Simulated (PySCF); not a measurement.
# SiPH₅O₄: geometry relaxation

- system: SiPH₅O₄, SMILES O=P(O)(O)O[SiH3]
- method: PBE0-D3(BJ)/def2-SVP geometry optimisation, gas phase (PySCF 2.14.0)

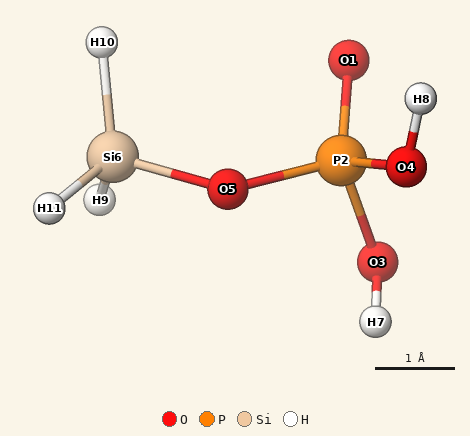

**Figure 1.** The structure as given in the input (ball-and-stick view, seen at a tilt; atoms are numbered from 1 in the order of the input). Bond lengths as drawn: H–O 0.94 to 0.95 Å, H–Si 1.45 to 1.47 Å, O–P 1.48 to 1.59 Å and O–Si 1.64 Å.

## Key numbers

- outcome: converged
- total energy: −933.882004 hartree
- dipole moment: 2.79 D
- point group: C1
- hardware: 1 CPU thread, shared host
- wall time: 67 s
- peak memory: 0.6 GiB

## Input
```
{"job": {"xc": "PBE0", "basis": "def2-SVP", "d3": "d3bj", "grid": 2, "kind": "geom", "shake": 0.01}, "charge": 0, "multiplicity": 1}
O      0.161953    -1.756957    -0.921072
P     -0.637016    -0.541498    -0.632969
O     -0.889320     0.438396    -1.858253
O     -2.080857    -0.795991    -0.098572
O     -0.040542     0.400549     0.489460
Si     1.512717     0.626770     0.972562
H     -1.455392     1.150455    -1.616084
H     -2.142476    -1.662966     0.290178
H      2.289590     1.180812    -0.115800
H      2.071585    -0.646532     1.448846
H      1.242446     1.578463     2.052003
```

The first line tells a small driver script what to run in PySCF; the rest is the geometry in Å.

Run as:
```bash
OMP_NUM_THREADS=1 python <driver script> task.json out
```

## Log
```
step   0  E = -933.87323845  max force = 0.034454
step   1  E = -933.88113682  max force = 0.006390
step   2  E = -933.88149921  max force = 0.002291
step   3  E = -933.88167811  max force = 0.002071
step   4  E = -933.88185459  max force = 0.003402
step   5  E = -933.88196267  max force = 0.002907
step   6  E = -933.88199684  max force = 0.000910
step   7  E = -933.88200357  max force = 0.000377
optimisation converged
```

## Trajectory as extended XYZ (Å, eV, eV/Å), 8 frames, from step=0 to step=7
```
11
Properties=species:S:1:pos:R:3:forces:R:3 step=0 energy=-25411.98519
O     0.1620   -1.7570   -0.9211   -0.2535   0.6833  -0.0284
P    -0.6370   -0.5415   -0.6330    1.6407  -1.1185  -0.7936
O    -0.8893    0.4384   -1.8582    0.7871  -0.8165  -0.6552
O    -2.0809   -0.7960   -0.0986   -1.7717   0.1879   0.3195
O    -0.0405    0.4006    0.4895   -1.0636   0.1396  -0.2559
Si    1.5127    0.6268    0.9726    0.4225  -0.0194   0.8496
H    -1.4554    1.1505   -1.6161   -0.8284   1.1237   0.2209
H    -2.1425   -1.6630    0.2902   -0.1904  -0.6696   0.3111
H     2.2896    1.1808   -0.1158    0.5492   0.3475  -0.5667
H     2.0716   -0.6465    1.4488    0.2548  -0.2330   0.1568
H     1.2425    1.5785    2.0520    0.4533   0.3751   0.4419
11
Properties=species:S:1:pos:R:3:forces:R:3 step=1 energy=-25412.20011
O     0.1466   -1.7645   -1.0320    0.1706  -0.2288  -0.0625
P    -0.6771   -0.5961   -0.7055   -0.3286   0.2548   0.1704
O    -0.9590    0.3853   -1.9386   -0.0682   0.0595   0.0623
O    -2.1692   -0.8878   -0.1555    0.1900   0.0135  -0.0378
O    -0.0784    0.3735    0.4263    0.1588   0.0701   0.1145
Si    1.5158    0.5966    0.9766   -0.1683  -0.0299  -0.1092
H    -1.5324    1.1334   -1.7187    0.0769  -0.1131   0.0008
H    -2.2426   -1.7762    0.2191    0.0653   0.0688  -0.0537
H     2.3411    1.1377   -0.1381    0.0229  -0.0527  -0.0201
H     2.0692   -0.6871    1.4888   -0.0265   0.0217  -0.0235
H     1.4497    1.6073    2.0696   -0.0929  -0.0638  -0.0411
11
Properties=species:S:1:pos:R:3:forces:R:3 step=2 energy=-25412.20997
O     0.1650   -1.7409   -1.0409    0.0437  -0.0395  -0.0062
P    -0.6725   -0.5801   -0.7059   -0.1178   0.0600   0.0344
O    -0.9757    0.4009   -1.9323    0.0025  -0.0022  -0.0031
O    -2.1520   -0.8898   -0.1462    0.0732  -0.0021  -0.0189
O    -0.0790    0.3917    0.4233    0.0214   0.0633   0.0343
Si    1.5119    0.5876    0.9697   -0.0403  -0.0193  -0.0438
H    -1.5554    1.1371   -1.6996    0.0038  -0.0047   0.0055
H    -2.1995   -1.7816    0.2204    0.0011  -0.0160  -0.0043
H     2.3622    1.0807   -0.1491    0.0130  -0.0332   0.0004
H     2.0252   -0.6981    1.5114    0.0124  -0.0045  -0.0010
H     1.4334    1.6148    2.0412   -0.0132  -0.0017   0.0026
11
Properties=species:S:1:pos:R:3:forces:R:3 step=3 energy=-25412.21484
O     0.1911   -1.6966   -1.0555   -0.0207   0.0401   0.0181
P    -0.6715   -0.5554   -0.7079    0.0719  -0.0691  -0.0594
O    -1.0050    0.4249   -1.9260    0.0038  -0.0258  -0.0021
O    -2.1339   -0.9065   -0.1374   -0.0156  -0.0016   0.0134
O    -0.0828    0.4208    0.4190   -0.1065   0.0622  -0.0149
Si    1.5080    0.5756    0.9666    0.0725  -0.0314   0.0115
H    -1.5972    1.1460   -1.6812   -0.0257   0.0431   0.0009
H    -2.1511   -1.8050    0.2151   -0.0171  -0.0265   0.0039
H     2.3910    0.9868   -0.1596    0.0009  -0.0044   0.0062
H     1.9685   -0.7083    1.5578    0.0117  -0.0051   0.0138
H     1.4466    1.6397    2.0013    0.0248   0.0186   0.0087
11
Properties=species:S:1:pos:R:3:forces:R:3 step=4 energy=-25412.21964
O     0.2294   -1.6303   -1.0837   -0.0568   0.0809   0.0293
P    -0.6686   -0.5215   -0.7149    0.1749  -0.0949  -0.1191
O    -1.0561    0.4573   -1.9175    0.0046  -0.0279  -0.0013
O    -2.1048   -0.9327   -0.1251   -0.0850  -0.0308   0.0503
O    -0.0884    0.4643    0.4084   -0.1516   0.0451  -0.0412
Si    1.5034    0.5576    0.9658    0.1420  -0.0354   0.0455
H    -1.6659    1.1575   -1.6552   -0.0229   0.0409  -0.0007
H    -2.0830   -1.8398    0.2048   -0.0272  -0.0191   0.0051
H     2.4266    0.8418   -0.1665   -0.0101   0.0228   0.0052
H     1.8838   -0.7132    1.6382   -0.0052  -0.0024   0.0206
H     1.4873    1.6810    1.9376    0.0372   0.0210   0.0061
11
Properties=species:S:1:pos:R:3:forces:R:3 step=5 energy=-25412.22258
O     0.2626   -1.5723   -1.1104   -0.0464   0.0519   0.0164
P    -0.6650   -0.4945   -0.7233    0.1495  -0.0507  -0.0832
O    -1.1028    0.4794   -1.9122   -0.0055  -0.0198   0.0041
O    -2.0773   -0.9576   -0.1131   -0.0758  -0.0280   0.0470
O    -0.0926    0.5031    0.3953   -0.1065   0.0164  -0.0414
Si    1.4999    0.5438    0.9671    0.1111  -0.0250   0.0405
H    -1.7254    1.1632   -1.6355   -0.0074   0.0200  -0.0008
H    -2.0265   -1.8708    0.1969   -0.0157  -0.0050  -0.0019
H     2.4492    0.7195   -0.1648   -0.0113   0.0285   0.0025
H     1.8065   -0.7073    1.7116   -0.0149   0.0007   0.0141
H     1.5351    1.7155    1.8804    0.0229   0.0110   0.0028
11
Properties=species:S:1:pos:R:3:forces:R:3 step=6 energy=-25412.22351
O     0.2707   -1.5599   -1.1198   -0.0096   0.0122   0.0016
P    -0.6626   -0.4901   -0.7278    0.0468  -0.0055  -0.0132
O    -1.1173    0.4799   -1.9134   -0.0055  -0.0059   0.0015
O    -2.0692   -0.9651   -0.1083   -0.0299  -0.0124   0.0252
O    -0.0930    0.5135    0.3879   -0.0269   0.0026  -0.0288
Si    1.5003    0.5426    0.9692    0.0322  -0.0123   0.0202
H    -1.7409    1.1618   -1.6329    0.0059   0.0017   0.0003
H    -2.0145   -1.8801    0.1957   -0.0023   0.0015  -0.0072
H     2.4558    0.6969   -0.1599   -0.0050   0.0138  -0.0010
H     1.7836   -0.7027    1.7330   -0.0090   0.0030   0.0023
H     1.5508    1.7254    1.8683    0.0033   0.0013  -0.0009
11
Properties=species:S:1:pos:R:3:forces:R:3 step=7 energy=-25412.22370
O     0.2712   -1.5622   -1.1208    0.0071  -0.0079  -0.0024
P    -0.6616   -0.4923   -0.7291   -0.0073   0.0107   0.0194
O    -1.1190    0.4748   -1.9158   -0.0061  -0.0026  -0.0044
O    -2.0681   -0.9667   -0.1056    0.0027   0.0002   0.0076
O    -0.0923    0.5148    0.3835    0.0116   0.0023  -0.0143
Si    1.5005    0.5451    0.9703   -0.0121  -0.0033   0.0042
H    -1.7393    1.1596   -1.6351    0.0072  -0.0008   0.0010
H    -2.0147   -1.8824    0.1965    0.0023  -0.0008  -0.0080
H     2.4574    0.7051   -0.1567   -0.0004   0.0021  -0.0008
H     1.7798   -0.7008    1.7344   -0.0008   0.0013  -0.0022
H     1.5497    1.7272    1.8705   -0.0042  -0.0011  -0.0004
```

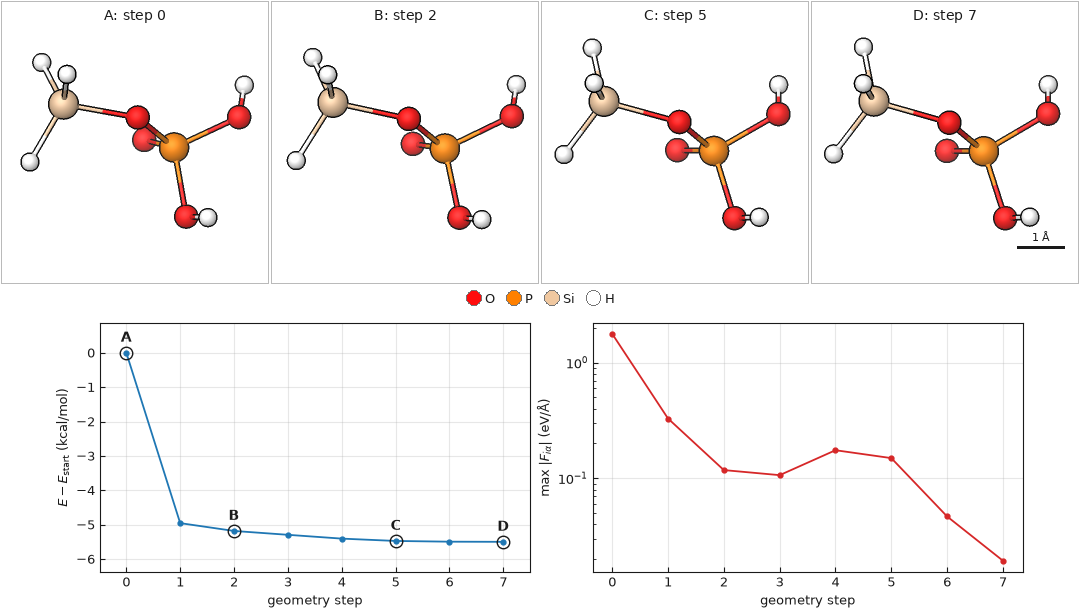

**Figure 2.** Frames of the relaxation (ball-and-stick view, seen at a tilt) above the curves, on which the letters mark them (steps are counted from 0).

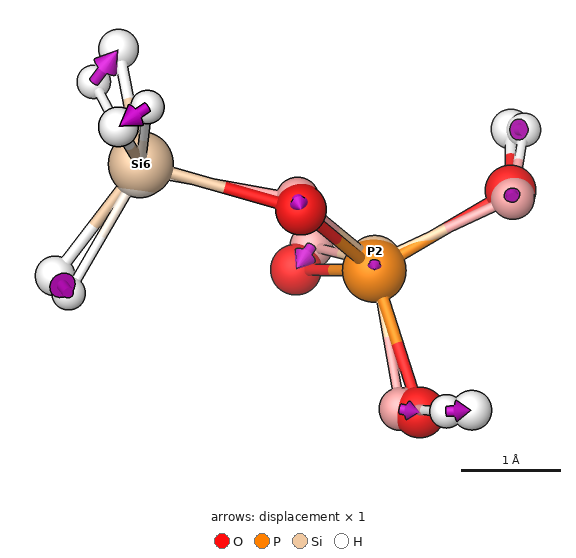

**Figure 3.** Start (faint) and end (solid) with the displacements as pink arrows, at true length (ball-and-stick view, seen at a tilt). The two geometries are laid on each other by the best rigid fit. Over 7 geometry steps the energy falls by 5.50 kcal/mol. Largest force component: 1.8 eV/Å at the start, 0.019 eV/Å at the end. The largest moves after the best rigid fit, 0.45 Å, are those of H9 and H10. By element the largest moves are H 0.45 Å, O 0.32 Å, P 0.10 Å, Si 0.07 Å. Distances before and after: O5–Si6 1.642 → 1.698 Å, P2–O4 1.560 → 1.610 Å, Si6–H9 1.447 → 1.487 Å, O3–H7 0.941 → 0.966 Å. Among the angles that change: O5–Si6–H11 97.6° → 104.7°, P2–O5–Si6 130.3° → 125.7°, H9–Si6–H11 113.9° → 110.6°. (Atoms are counted from 1 in the order of the input.)
